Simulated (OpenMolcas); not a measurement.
# C2H3B: energy and gradient calculation (part 2 of 2)

Continued. System: C2H3B. Method: HF/def2-SVP, RHF (OpenMolcas 26.06). The geometry comes from this level: GFN2-xTB.

Geometry of the input (Å):
```
B  -0.8973  0.0539  -0.2327
C  0.5448  -0.0848  -0.5549
C  0.2138  0.0394  0.7513
H  -2.0101  0.1208  -0.5205
H  1.4342  -0.2004  -1.1409
H  0.7147  0.0711  1.6978
```

The program's output, continued:
```
 *****************************************************************************************************************************
 *                                             SCF/KS-DFT Program, Final results                                             *
 *                                                       Final Results                                                       *
 *****************************************************************************************************************************

::    Total SCF energy                               -102.0278944918
      One-electron energy                            -238.0727740179
      Two-electron energy                              84.4828546552
      Nuclear repulsion energy                         51.5620248709
      Kinetic energy (interpolated)                   101.4450482423
      Virial theorem                                    1.0057454381
      Total spin, S(S+1)                                0.0000000000
      Total spin, S                                     0.0000000000
      Max non-diagonal density matrix element           0.0000001880
      Max non-diagonal Fock matrix element              0.0000000329

      All orbitals with orbital energies smaller than  E(LUMO)+0.5 are printed

++    Molecular orbitals:
      -------------------

      Title: SCF orbitals

      Molecular orbitals for symmetry species 1: a

      Basis set list:
        1 B1     1s                 13 B1     3d1+               25 C2     3d1-               37 C3     2pz                49 H5     1s
        2 B1     1s                 14 B1     3d2+               26 C2     3d0                38 C3     3d2-               50 H5     2px
        3 B1     1s                 15 C2     1s                 27 C2     3d1+               39 C3     3d1-               51 H5     2py
        4 B1     2px                16 C2     1s                 28 C2     3d2+               40 C3     3d0                52 H5     2pz
        5 B1     2px                17 C2     1s                 29 C3     1s                 41 C3     3d1+               53 H6     1s
        6 B1     2py                18 C2     2px                30 C3     1s                 42 C3     3d2+               54 H6     1s
        7 B1     2py                19 C2     2px                31 C3     1s                 43 H4     1s                 55 H6     2px
        8 B1     2pz                20 C2     2py                32 C3     2px                44 H4     1s                 56 H6     2py
        9 B1     2pz                21 C2     2py                33 C3     2px                45 H4     2px                57 H6     2pz
       10 B1     3d2-               22 C2     2pz                34 C3     2py                46 H4     2py
       11 B1     3d1-               23 C2     2pz                35 C3     2py                47 H4     2pz
       12 B1     3d0                24 C2     3d2-               36 C3     2pz                48 H5     1s

  Index Energy  Occupation Coefficients ...

    1  -11.2471    2.0000         15 C2     1s     ( 0.704),    29 C3     1s     ( 0.696),

    2  -11.2455    2.0000         15 C2     1s     (-0.697),    29 C3     1s     ( 0.704),

    3   -7.5974    2.0000          1 B1     1s     ( 0.992),

    4   -1.0887    2.0000          2 B1     1s     ( 0.195),    15 C2     1s     (-0.190),    16 C2     1s     ( 0.358),    29 C3     1s     (-0.190),
                                  30 C3     1s     ( 0.358),

    5   -0.7549    2.0000         16 C2     1s     (-0.306),    17 C2     1s     (-0.204),    30 C3     1s     ( 0.306),    31 C3     1s     ( 0.204),
                                  36 C3     2pz    ( 0.168),    48 H5     1s     (-0.263),    53 H6     1s     ( 0.263),

    6   -0.7095    2.0000          2 B1     1s     (-0.246),    18 C2     2px    ( 0.284),    32 C3     2px    ( 0.201),    36 C3     2pz    ( 0.226),
                                  48 H5     1s     ( 0.263),    53 H6     1s     ( 0.263),

    7   -0.6041    2.0000          2 B1     1s     ( 0.291),     4 B1     2px    ( 0.233),    22 C2     2pz    (-0.201),    43 H4     1s     ( 0.362),

    8   -0.4657    2.0000          4 B1     2px    ( 0.270),    22 C2     2pz    ( 0.347),    23 C2     2pz    ( 0.182),    32 C3     2px    ( 0.306),
                                  36 C3     2pz    (-0.226),    43 H4     1s     ( 0.231),

    9   -0.4283    2.0000          6 B1     2py    (-0.222),    20 C2     2py    ( 0.345),    21 C2     2py    ( 0.236),    34 C3     2py    ( 0.345),
                                  35 C3     2py    ( 0.236),

   10   -0.4122    2.0000          8 B1     2pz    ( 0.377),    18 C2     2px    (-0.306),    32 C3     2px    ( 0.299),    33 C3     2px    ( 0.191),

   11    0.1545    0.0000          7 B1     2py    (-0.986),

   12    0.1548    0.0000         21 C2     2py    (-0.740),    35 C3     2py    ( 0.745),

   13    0.2167    0.0000         17 C2     1s     (-1.801),    31 C3     1s     (-1.801),    49 H5     1s     ( 1.696),    54 H6     1s     ( 1.696),

   14    0.2186    0.0000          9 B1     2pz    (-0.882),    17 C2     1s     (-1.657),    31 C3     1s     ( 1.654),    49 H5     1s     ( 1.430),
                                  54 H6     1s     (-1.431),

   15    0.2329    0.0000          3 B1     1s     (-3.794),

   16    0.2773    0.0000          9 B1     2pz    ( 1.481),    17 C2     1s     ( 0.994),    19 C2     2px    (-1.428),    31 C3     1s     (-0.998),
                                  33 C3     2px    ( 1.011),    37 C3     2pz    ( 1.142),    49 H5     1s     ( 1.386),    54 H6     1s     (-1.386),

   17    0.3608    0.0000          5 B1     2px    ( 4.275),    44 H4     1s     ( 2.625),

   18    0.3700    0.0000          5 B1     2px    ( 5.309),    44 H4     1s     ( 5.267),

   19    0.4091    0.0000         17 C2     1s     ( 4.063),    23 C2     2pz    ( 2.615),    31 C3     1s     (-4.069),    37 C3     2pz    ( 2.556),

   20    0.5000    0.0000          6 B1     2py    ( 1.048),     7 B1     2py    ( 0.901),

   21    0.5402    0.0000          2 B1     1s     ( 0.764),     4 B1     2px    (-0.537),     5 B1     2px    ( 0.492),    19 C2     2px    ( 0.571),
                                  23 C2     2pz    ( 0.455),    33 C3     2px    ( 0.717),    44 H4     1s     ( 0.806),    49 H5     1s     (-0.423),
                                  54 H6     1s     (-0.423),

   22    0.6228    0.0000         17 C2     1s     ( 3.862),    31 C3     1s     (-3.880),

   23    0.6350    0.0000          3 B1     1s     ( 2.762),     5 B1     2px    ( 4.215),    17 C2     1s     (-3.474),    31 C3     1s     (-3.452),
                                  44 H4     1s     ( 2.314),

--

++    Molecular charges:
      ------------------

      Mulliken charges per centre and basis function type
      ---------------------------------------------------

                B1      C2      C3      H4      H5      H6
      1s       2.8528  3.2269  3.2269  1.0159  0.9134  0.9134
      2px      0.8540  1.0301  1.1704  0.0144  0.0151  0.0079
      2pz      0.7589  0.9898  0.8465  0.0032  0.0092  0.0165
      2py      0.3310  0.8095  0.8125  0.0011  0.0028  0.0026
      3d2+     0.0152  0.0049  0.0020  0.0000  0.0000  0.0000
      3d1+     0.0327  0.0133  0.0159  0.0000  0.0000  0.0000
      3d0      0.0160  0.0122  0.0125  0.0000  0.0000  0.0000
      3d1-     0.0020  0.0082  0.0110  0.0000  0.0000  0.0000
      3d2-     0.0261  0.0030  0.0001  0.0000  0.0000  0.0000
      Total    4.8887  6.0979  6.0979  1.0346  0.9405  0.9404

      N-E      0.1113 -0.0979 -0.0979 -0.0346  0.0595  0.0596

      Total electronic charge=   20.000000

      Total            charge=   -0.000000
--

++    Molecular properties:
      ---------------------

      Charge (e):
                      =   -0.0000
      Dipole Moment (debye):
      Origin of the operator (angstrom)=   -0.0167    0.0010   -0.0044
                   X=  1.0520E+00               Y= -6.3448E-02               Z=  2.7277E-01           Total=  1.0887E+00
      Quadrupole Moment (debye*angstrom):
      Origin of the operator (angstrom)=   -0.0167    0.0010   -0.0044
                  XX= -1.7896E+01              XY= -6.8224E-02              XZ=  3.9217E-02              YY= -1.8776E+01
                  YZ=  5.5284E-02              ZZ= -1.8021E+01
      In traceless form (debye*angstrom)
                  XX=  5.0225E-01              XY= -1.0234E-01              XZ=  5.8826E-02              YY= -8.1724E-01
                  YZ=  8.2926E-02              ZZ=  3.1499E-01
--

--- Stop Module: scf /rc=_RC_ALL_IS_WELL_ ---
--- Module scf spent 1 second ---

--- Start Module: alaska ---

                                              &ALASKA

                       available to each process: 1.9 GB of memory, 1 thread

                     Threshold for contributions to the gradient: 1.000E-07

                    ********************************************
                    * Symmetry Adapted Cartesian Displacements *
                    ********************************************

           Irreducible representation : a
           Basis function(s) of irrep: x, y, xy, Rz, z, xz, Ry, yz, Rx, I

 Basis Label        Type   Center Phase
   1   B1           x         1     1
   2   B1           y         1     1
   3   B1           z         1     1
   4   C2           x         2     1
   5   C2           y         2     1
   6   C2           z         2     1
   7   C3           x         3     1
   8   C3           y         3     1
   9   C3           z         3     1
  10   H4           x         4     1
  11   H4           y         4     1
  12   H4           z         4     1
  13   H5           x         5     1
  14   H5           y         5     1
  15   H5           z         5     1
  16   H6           x         6     1
  17   H6           y         6     1
  18   H6           z         6     1

                     No automatic utilization of translational and rotational invariance of the energy is employed.

 Conventional ERI gradients!

 **************************************************
 *              Molecular gradients               *
 **************************************************

  Irreducible representation: a
 ------------------------------------------------------------------------------------------
                              X                       Y                       Z
 ------------------------------------------------------------------------------------------
  B1               -3.38251035170982E-02    2.01867726973787E-03   -8.79500819367163E-03
  C2                1.65333037768427E-02   -2.56123108821737E-03   -1.82639780397791E-02
  C3                5.78643186880745E-03    1.23907882410845E-03    2.40209969456622E-02
  H4                1.89944315633550E-02   -1.13753688451446E-03    4.94250615158753E-03
  H5               -5.18801913549227E-03    7.11673126071677E-04    4.70939392914183E-03
  H6               -2.30104455640601E-03   -2.70661247182294E-04   -6.61391079297902E-03
 ------------------------------------------------------------------------------------------

--- Stop Module: alaska /rc=_RC_ALL_IS_WELL_ ---

.##################.
.# Happy landing! #.
.##################.

    Timing: Wall=2.81 User=2.26 System=0.54
```

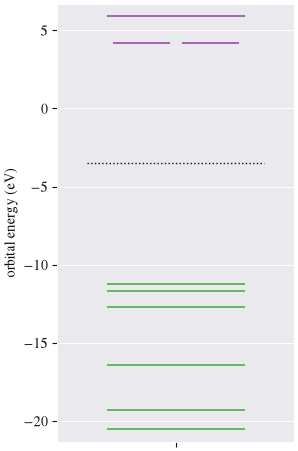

*Orbital energies near the frontier; the dotted line parts filled from empty levels, and levels within 0.02 eV of each other stand side by side.*

Highest filled −11.22 eV, lowest empty 4.21 eV, 15.43 eV apart.

Results in brief:

```json
{"quantity": "outcome", "value": "converged"}
{"quantity": "total energy", "value": "−102.027894 hartree"}
{"quantity": "basis functions", "value": "57"}
{"quantity": "largest force", "value": "1.800 eV/Å"}
{"quantity": "HOMO", "value": "−11.22 eV"}
{"quantity": "LUMO", "value": "4.21 eV"}
{"quantity": "dipole moment", "value": "1.09 debye"}
{"quantity": "wall time", "value": "3 s"}
{"quantity": "peak memory", "value": "0.39 GiB"}
```
